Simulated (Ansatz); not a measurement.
# One shape, several levels: CH5Al (AlH2Me)

We compute a comparison of 6 runs (BLYP/STO-3G, PBE0/STO-3G, UPBE0/STO-3G, r2SCAN/STO-3G, revPBE/STO-3G, CCSDT(Q)/STO-3G) of CH5Al (AlH2Me). 

The calculation is run with Ansatz 0.2.0.

56 further runs of the same task are left out: 2 that didn't finish, 54 set aside as unsound or not needed.

## Step 1: The system as given

CH5Al: 7 atoms, total charge 0, spin state singlet. SMILES: `[H][Al]([H])[CH3]`. The H3–Al1 distance was set to 3.879 Å, away from the relaxed value. At this shape a bond of the SMILES string is far longer than usual.

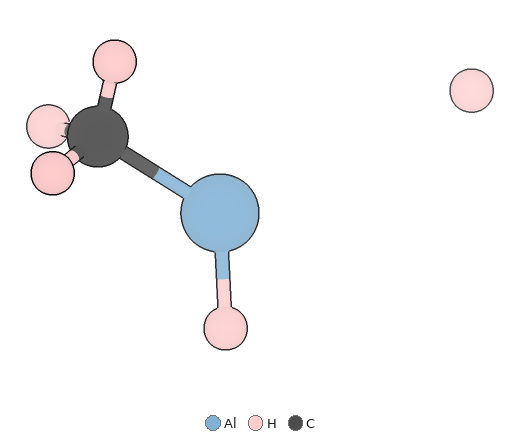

Viewed from a chosen angle; aluminium light blue, hydrogen pink, carbon dark grey.

## Step 2: A single-point energy at BLYP/STO-3G (run 1)

The input, molecule.yaml:

```yaml
crystal:
  periodic: [false, false, false]
  atoms:
    - {symbol: Al, position_ang: [1.566205, -1.158435, 0.042129]}
    - {symbol: H, position_ang: [3.113575, -1.053685, 0.084439]}
    - {symbol: H, position_ang: [-0.157080, 2.315610, -0.032820]}
    - {symbol: C, position_ang: [0.577165, -2.878955, 0.042219]}
    - {symbol: H, position_ang: [0.455355, -3.308255, -0.960131]}
    - {symbol: H, position_ang: [-0.435275, -2.774705, 0.453799]}
    - {symbol: H, position_ang: [1.083855, -3.648055, 0.640169]}
basis:
  gaussian:
    orbitals: STO-3G
hamiltonian:
  xc: {name: BLYP}
accuracy: high
```

Started as:

```bash
$ ansatz run molecule.yaml --threads 1 --pin off --max-ram 2610MiB --events-out events.jsonl --progress --plain --runs-dir runs
```

What it wrote:

```text
Warning: RAYON_NUM_THREADS=1 ignored (pool sized by the plan → 1); use --threads N
Functional definition: BLYP
  name "BLYP"
  parameter beta = 0.0042
  parameter a = 0.04918
  parameter b = 0.132
  parameter c = 0.2533
  parameter d = 0.349
  exchange = b88_x(beta = beta)
  correlation = lyp_c(a = a, b = b, c = c, d = d)
325 factors; integrals over basis functions are off by at most 9.0e-9 eV
mean field evaluation 1: about -7605.6244 eV, gradient 2.7e1 eV
mean field evaluation 2: about -7594.9710 eV, gradient 3.5e1 eV
mean field evaluation 4: about -7607.8257 eV, gradient 1.1e1 eV
mean field evaluation 8: about -7609.2532 eV, gradient 2.6e1 eV
mean field evaluation 16: about -7614.4139 eV, gradient 1.1e-5 eV
mean field -7614.41391574 eV, -279.8245501682 hartree, gradient 4.8e-8 eV, S^2 0.000000; 0 other end points of the search recorded, 0 dependent functions left out
reference -7614.41396300 eV, -279.8245519052 hartree; 12, 12 occupied and 7, 7 virtual orbitals, 325 factors
Total energy: -7614.41396300 eV, -279.8245519052 hartree
```

Wall time 1.1 s (1 thread of Arm Neoverse V2, shared host); peak memory 0.098 GiB.

## Step 3: The energy at PBE0/STO-3G (run 2)

The input, molecule.yaml:

```yaml
crystal:
  periodic: [false, false, false]
  atoms:
    - symbol: Al
      position_ang: [1.566205, -1.158435, 0.042129]
    - symbol: H
      position_ang: [3.113575, -1.053685, 0.084439]
    - symbol: H
      position_ang: [-0.157080, 2.315610, -0.032820]
    - symbol: C
      position_ang: [0.577165, -2.878955, 0.042219]
    - symbol: H
      position_ang: [0.455355, -3.308255, -0.960131]
    - symbol: H
      position_ang: [-0.435275, -2.774705, 0.453799]
    - symbol: H
      position_ang: [1.083855, -3.648055, 0.640169]
basis:
  gaussian:
    orbitals: STO-3G
hamiltonian:
  xc: pbe0
accuracy: high
```

Started as:

```bash
$ ansatz run molecule.yaml --threads 1 --pin off --max-ram 2610MiB --events-out events.jsonl --progress --plain --runs-dir runs
```

What it wrote:

```text
Warning: RAYON_NUM_THREADS=1 ignored (pool sized by the plan → 1); use --threads N
Functional definition: PBE0
  name "PBE0"
  parameter a = 0.25
  parameter kappa = 0.804
  parameter beta = 0.06672455060314922
  exchange = (1 - a)*pbe_x(kappa = kappa, mu = beta*pi^2/3) + a*exact_x
  correlation = pbe_c(beta = beta)
325 factors; integrals over basis functions are off by at most 9.0e-9 eV
mean field evaluation 1: about -7603.9286 eV, gradient 2.0e1 eV
mean field evaluation 2: about -7595.1034 eV, gradient 2.3e1 eV
mean field evaluation 4: about -7605.4622 eV, gradient 2.4e1 eV
mean field evaluation 8: about -7609.1598 eV, gradient 1.5e1 eV
mean field -7610.66344798 eV, -279.6867230202 hartree, gradient 6.4e-8 eV, S^2 0.000000; 0 other end points of the search recorded, 0 dependent functions left out
reference -7610.66344981 eV, -279.6867230876 hartree; 12, 12 occupied and 7, 7 virtual orbitals, 325 factors
Total energy: -7610.66344981 eV, -279.6867230876 hartree
```

Run time: 1.1 s. Hardware: 1 thread of Arm Neoverse V2, shared host; peak memory 0.097 GiB.

Runs 3 to 5 aren't shown in full; the table further down has their settings and results.

## Step 4: The energy at CCSDT(Q)/STO-3G (run 6)

The input, job.yaml:

```yaml
crystal:
  periodic: [false, false, false]
  atoms:
    - symbol: Al
      position_ang: [1.566205, -1.158435, 0.042129]
    - symbol: H
      position_ang: [3.113575, -1.053685, 0.084439]
    - symbol: H
      position_ang: [-0.157080, 2.315610, -0.032820]
    - symbol: C
      position_ang: [0.577165, -2.878955, 0.042219]
    - symbol: H
      position_ang: [0.455355, -3.308255, -0.960131]
    - symbol: H
      position_ang: [-0.435275, -2.774705, 0.453799]
    - symbol: H
      position_ang: [1.083855, -3.648055, 0.640169]
basis:
  gaussian: {orbitals: STO-3G}
correlation: {method: ccsdt_q, frozen_orbitals: {Al: 5, C: 1, H: 0}}
accuracy: high
scf: {omitted_lower_state_checks: [cluster_reference, increment]}
```

Started as:

```bash
$ ansatz run job.yaml --threads 1 --pin off --max-ram 2610MiB --events-out events.jsonl --progress --plain --runs-dir runs
```

What it wrote, cut to the lines that bear on the results:

```text
Warning: RAYON_NUM_THREADS=1 ignored (pool sized by the plan → 1); use --threads N
Functional definition: HF
  name "HF"
[...]
325 factors; integrals over basis functions are off by at most 9.0e-9 eV
[...]
mean field -7590.81235611 eV, -278.9572088497 hartree, gradient 3.5e-8 eV, S^2 0.000000; 0 other end points of the search recorded, 0 dependent functions left out; unrestricted orbitals would lower it
6 core orbitals not correlated: weight in the atoms' cores, before any rotation towards them, 0.999 or more for the frozen orbitals, at most 0.000 for the correlated occupied ones
reference -7590.81235611 eV, -278.9572088497 hartree; 6, 6 occupied and 7, 7 virtual orbitals, 325 factors
second order -5.46132530 eV of doubles, -0.00000000 eV of singles
cycle   1  -3.95972868 eV  change    -1.4e0 eV  update   1.6e-1
[...]
cycle  33  -7.86742362 eV  change  -4.8e-10 eV  update  4.1e-10
perturbative correction 0.00782986 eV, 0.0002877419 hartree
WARN: these amplitudes may be one of several solutions (largest doubles amplitude 1.02, level shift 11.59 eV)
Total energy: -7598.67194987 eV, -279.2460435929 hartree
Checks for a lower state left out: cluster_reference, increment
```

Wall time 0.32 s (1 thread of Arm Neoverse V2, shared host).

## Step 5: Overview of the runs

| run | level | frozen core orbitals | energy (Eh) | wall time |
| --- | --- | --- | --- | --- |
| 1 | BLYP/STO-3G | – | -279.824552 | 1.1 s |
| 2 | PBE0/STO-3G | – | -279.686723 | 1.1 s |
| 3 | UPBE0/STO-3G | – | -279.762169 | 3.6 s |
| 4 | r2SCAN/STO-3G | – | -279.813233 | 2.8 s |
| 5 | revPBE/STO-3G | – | -279.821226 | 1.3 s |
| 6 | CCSDT(Q)/STO-3G | 6 | -279.246044 | 0.32 s |

## Step 6: Summary of results

```
                                          quantity          value
                               run 6: total energy  -279.24604 Eh
run 6: correlation energy (6 core orbitals frozen)     -288.8 mEh
                              run 6: T1 diagnostic          0.101
```

In words: Totals of different functionals can't be ranked against each other. In run 6 the log says that unrestricted orbitals would lower the reference, so the values rest on an unstable closed-shell determinant (other closed-shell runs at this shape may share the fault). In runs 1, 2, 3, 4, 5, 6 the basis is minimal, so the values are rough. Spin contamination of the reference: run 3 ⟨S²⟩ = 1.00. Where it is this large, the reference is a mixture of spin states, and values that rest on it are in doubt. All runs together took 10 s, the longest 3.6 s.
